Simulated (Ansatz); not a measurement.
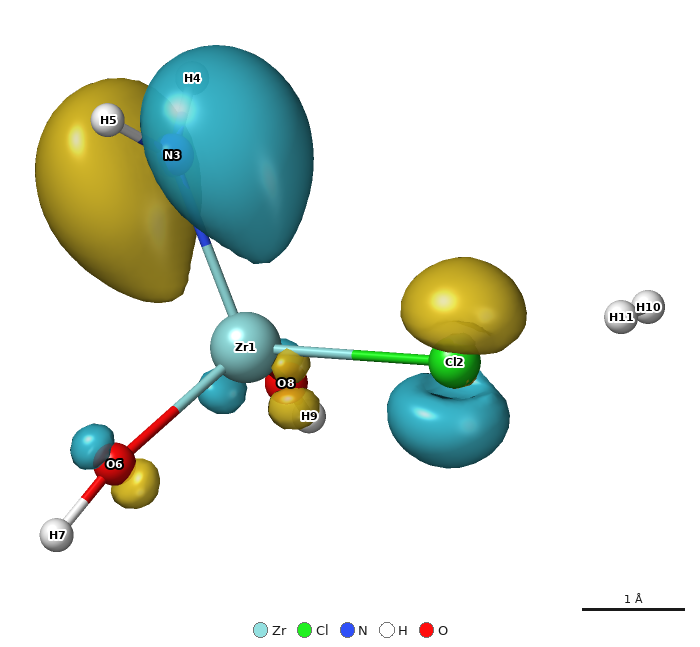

Figure 1: ClH₄NO₂Zr···H₂. The HOMO at ±0.15 Å⁻³ᐟ² (yellow and cyan are the two phases), seen at a tilt.

Core potentials replace the inner electrons of Zr.

Method: RKS B3LYP-D4/def2-SVP (Ansatz 0.2.0).

```yaml
atoms:
  - { symbol: Zr, position_ang: [0.1110, 0.2239, -0.1558] }
  - { symbol: Cl, position_ang: [0.4055, 0.4344, 2.2251] }
  - { symbol: N, position_ang: [1.9170, 0.3450, -1.0786] }
  - { symbol: H, position_ang: [2.5368, -0.4347, -1.2958] }
  - { symbol: H, position_ang: [2.3585, 1.2046, -1.4041] }
  - { symbol: O, position_ang: [-0.9365, 1.7138, -0.7717] }
  - { symbol: H, position_ang: [-1.5972, 2.3575, -1.0330] }
  - { symbol: O, position_ang: [-0.5905, -1.5280, -0.5094] }
  - { symbol: H, position_ang: [-1.0810, -2.3448, -0.6178] }
  - { symbol: H, position_ang: [0.4182, -3.2716, 2.5286] }
  - { symbol: H, position_ang: [0.4508, -2.5148, 2.6029] }
```

**Where does this orbital lie, and at what energy?**

It lies mainly on N3 (about 65 %), Cl2 (about 15 %) and Zr1 (about 10 %). Its energy is −6.96 eV.
